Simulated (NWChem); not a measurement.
# TiBrClF2 (SMILES [F][Ti]([F])([Cl])[Br]): levels of theory compared

We compute a comparison of 3 runs (HF/def2-SVP, PBE0/def2-SVP, CCSD(T)/STO-3G) of TiBrClF2. 

Program for the calculation: NWChem 7.3.0.

### Step 1. The molecule

The species is TiBrClF2 (5 atoms), meant as a singlet with charge 0. As SMILES, `[F][Ti]([F])([Cl])[Br]`. The shape is that of a PBE0-D4/def2-TZVP optimisation.

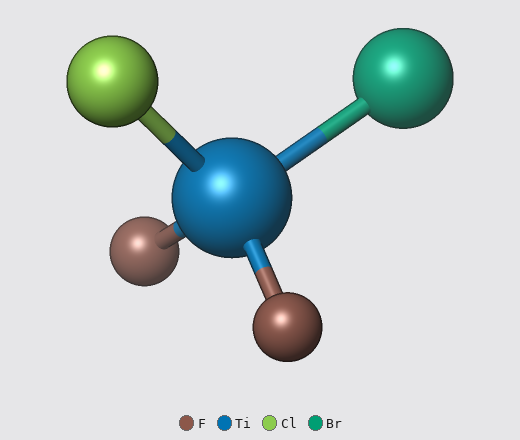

Viewed from a chosen angle; fluorine brown, titanium blue, chlorine green, bromine teal.

### Step 2. Energy and forces at HF/def2-SVP (run 1)

Input file run.nw:

```
start run
title "BrClF2Ti hf"
memory total 2200 mb
geometry units angstrom noautosym nocenter noautoz
 F    -0.057300   -0.294300    1.771900
 Ti    0.065800   -0.100000    0.054100
 F     1.426000   -1.003300   -0.527100
 Cl   -1.746200   -0.827100   -0.890900
 Br    0.361500    2.151000   -0.449400
end
basis "ao basis" spherical bse
 * library def2-SVP
end
scf
 thresh 1e-08
 maxiter 80
 noprint "final vectors analysis"
end
task scf gradient
```

Started as:

```bash
$ nwchem run.nw > run.out
```

The log of the run:

```text
[...]
  functions       =   109
[...]
  wavefunction    = RHF
[...]
         Total SCF energy =  -4078.707581965142
      One-electron energy =  -6928.925552881527
      Two-electron energy =   2211.260895665920
 Nuclear repulsion energy =    638.957075250466
        Time for solution =     25.1s
[...]
                         RHF ENERGY GRADIENTS
    atom               coordinates                        gradient
                 x          y          z           x          y          z
   1 F      -0.108281  -0.556146   3.348405   -0.001280  -0.001489   0.016374
   2 Ti      0.124344  -0.188973   0.102234   -0.012449   0.013202  -0.012069
   3 F       2.694749  -1.895962  -0.996075    0.013032  -0.008334  -0.005792
   4 Cl     -3.299840  -1.562992  -1.683557    0.001562   0.001163   0.000645
   5 Br      0.683136   4.064801  -0.849243   -0.000864  -0.004543   0.000841
[...]
```

It took 34 s on 1 thread of AMD EPYC 9R45 (Zen 5), shared host; peak memory 0.11 GiB.

### Step 3. Energy and forces at PBE0/def2-SVP (run 2)

Input file run.py:

```python
from ase import Atoms
from ase.calculators.nwchem import NWChem

system = Atoms(['F', 'Ti', 'F', 'Cl', 'Br'], positions=[
    [-0.057300, -0.294300, 1.771900],
    [0.065800, -0.100000, 0.054100],
    [1.426000, -1.003300, -0.527100],
    [-1.746200, -0.827100, -0.890900],
    [0.361500, 2.151000, -0.449400],
])

calc = NWChem(
    label='brclf2ti',
    theory='dft',
    memory='2200 mb',
    basis='def2-SVP',
    basispar='spherical bse',
    dft={'xc': 'pbe0', 'mult': '1', 'grid': 'fine', 'convergence': 'energy 1e-08', 'iterations': '100', 'mulliken': None},
)
system.calc = calc

forces = system.get_forces()
print("Total energy (eV):", round(system.get_potential_energy(), 6))
print("forces (eV/A):")
for s, f in zip(system.symbols, forces):
    print(f"{s:2s} {f[0]:10.5f} {f[1]:10.5f} {f[2]:10.5f}")
print("dipole (e A):", system.get_dipole_moment().round(4))
```

Started as:

```bash
$ export ASE_NWCHEM_COMMAND="nwchem PREFIX.nwi > PREFIX.nwo"
$ python run.py
```

The log of the run:

```text
Total energy (eV): -111082.936321
forces (eV/A):
F     0.04021    0.04597   -0.52399
Ti    0.29305   -0.28251    0.27444
F    -0.41827    0.26534    0.18558
Cl    0.09426    0.03137    0.05132
Br   -0.00931   -0.06016    0.01265
dipole (e A): [-0.0177  0.0516 -0.0273]
```

The calculator wrote brclf2ti.nwi:

```
title "brclf2ti"

permanent_dir brclf2ti

scratch_dir brclf2ti

start brclf2ti

geometry units angstrom nocenter noautosym noautoz
  F  -5.7299999999999997e-02 -2.9430000000000001e-01 1.7719000000000000e+00
  Ti 6.5799999999999997e-02 -1.0000000000000001e-01 5.4100000000000002e-02
  F  1.4259999999999999e+00 -1.0033000000000001e+00 -5.2710000000000001e-01
  Cl -1.7462000000000000e+00 -8.2709999999999995e-01 -8.9090000000000003e-01
  Br 3.6149999999999999e-01 2.1509999999999998e+00 -4.4940000000000002e-01
end

memory 2200 mb

basis spherical bse noprint
   * library def2-SVP
end

dft
  xc pbe0
  mult 1
  grid fine
  convergence energy 1e-08
  iterations 100
  mulliken
end

task dft gradient
```

brclf2ti.nwo, cut to the lines that bear on the results:

```text
[...]
         Total DFT energy =    -4082.222648343803
[...]
  wavefunction    = closed shell
                         DFT ENERGY GRADIENTS
    atom               coordinates                        gradient
                 x          y          z           x          y          z
   1 F      -0.108281  -0.556146   3.348405   -0.000782  -0.000894   0.010190
   2 Ti      0.124344  -0.188973   0.102234   -0.005699   0.005494  -0.005337
   3 F       2.694749  -1.895962  -0.996075    0.008134  -0.005160  -0.003609
   4 Cl     -3.299840  -1.562992  -1.683557   -0.001833  -0.000610  -0.000998
   5 Br      0.683136   4.064801  -0.849243    0.000181   0.001170  -0.000246
[...]
```

It took 26 s on 1 thread of AMD EPYC 9R45 (Zen 5), shared host; peak memory 0.14 GiB.

### Step 4. A single-point energy at CCSD(T)/STO-3G (run 3)

Input file nw.nw:

```
start nw
title "BrClF2Ti ccsd(t)"
memory 2200 mb
charge 0
geometry noautosym nocenter noautoz
  F     -0.057300    -0.294300     1.771900
  Ti     0.065800    -0.100000     0.054100
  F      1.426000    -1.003300    -0.527100
  Cl    -1.746200    -0.827100    -0.890900
  Br     0.361500     2.151000    -0.449400
end
basis spherical bse
  * library STO-3G
end
scf
  singlet
  rhf
  thresh 1e-08
  maxiter 80
end
ccsd
  freeze core 21
  maxiter 60
end
task ccsd(t)
```

Started as:

```bash
$ nwchem nw.nw > nw.out
```

The log of the run:

```text
[...]
  functions       =    55
[...]
  wavefunction    = RHF
[...]
         Total SCF energy =  -4035.572848127574
      One-electron energy =  -6891.162618805457
      Two-electron energy =   2216.632695427417
 Nuclear repulsion energy =    638.957075250466
        Time for solution =      4.1s
[...]
 Total MP2 energy:          -4035.759249672126771
[...]
             energy      energy      error      ampl     ampl      Block
                                                time     time      time
[...]
 Total CCSD energy:          -4035.761028180099402
[...]
 Total CCSD+T(CCSD) energy:          -4035.789743444166106
[...]
 Total CCSD(T) energy:               -4035.783169240201460
[...]
```

It took 22 s on 1 thread of AMD EPYC 9R45 (Zen 5), shared host; peak memory 0.19 GiB.

### Step 5. Overview of the runs

| run | level | iteration cap | module | energy (Eh) | dipole moment (D) | largest force (eV/Å) | wall time |
| --- | --- | --- | --- | --- | --- | --- | --- |
| 1 | HF/def2-SVP | 80 | scf | -4078.707582 | 0.50 | 1.121 | 34 s |
| 2 | PBE0/def2-SVP | 100 | dft | -4082.222648 | 0.29 | 0.529 | 26 s |
| 3 | CCSD(T)/STO-3G | 80 | ccsd(t) | -4035.783169 | – | – | 22 s |

### Step 6. Outcome

```
                                           quantity           value
                                run 3: total energy  -4035.78317 Eh
         run 3: HOMO energy (Hartree–Fock orbitals)        -9.38 eV
         run 3: LUMO energy (Hartree–Fock orbitals)         6.06 eV
       run 3: HOMO–LUMO gap (Hartree–Fock orbitals)        15.44 eV
run 3: correlation energy (21 core orbitals frozen)      -210.3 mEh
                              run 3: (T) correction      -22.14 mEh
```

What this shows: In run 3 the basis is minimal, so the values are rough. All runs together took 82 s, the longest 34 s.
